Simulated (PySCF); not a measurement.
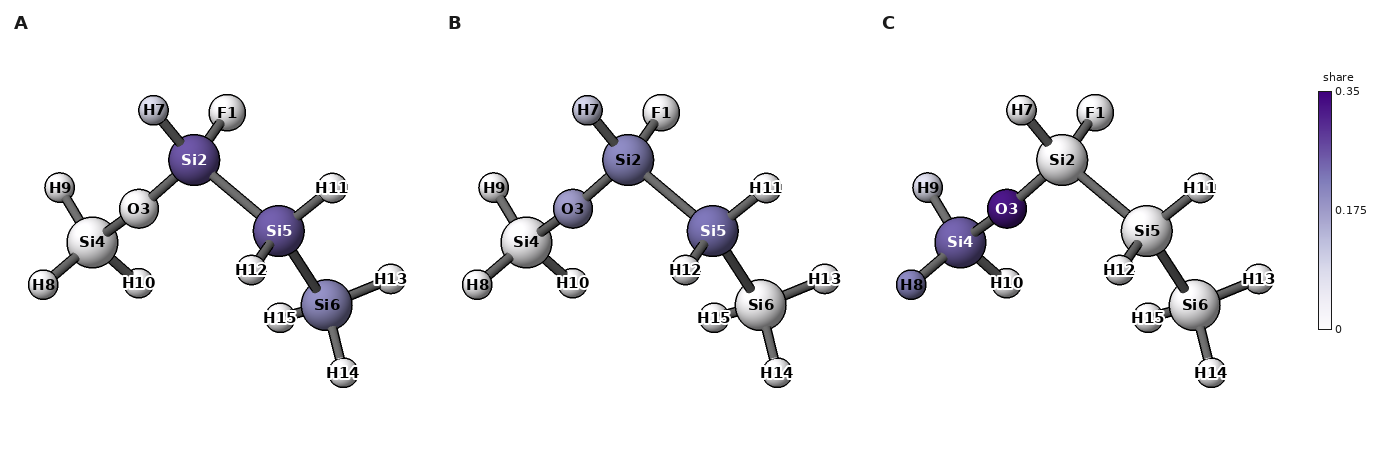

Each panel colours the atoms by their Löwdin share in one orbital (up to four of the largest shares; other atoms are shown as zero). The geometry was computed by an optimisation with GFN2-xTB. No frequency run is at hand to confirm it as a minimum. Level of theory: ωB97X-D/def2-SVPD (PySCF 2.14.0).

The panels show the HOMO−2, HOMO, LUMO, in some order. Which is which?

Answer. A: LUMO, 0.78 eV; Si2 0.26, Si5 0.25, Si6 0.19, H7 0.08
B: HOMO, −9.97 eV; Si5 0.23, Si2 0.20, O3 0.17, H7 0.10
C: HOMO−2, −11.08 eV; O3 0.32, Si4 0.24, H8 0.21, H9 0.08

The geometry is semi-empirical. Around Si such bond lengths and angles can be off by a tenth of an ångström or more and by several degrees, and values that hang on the shape move with them.
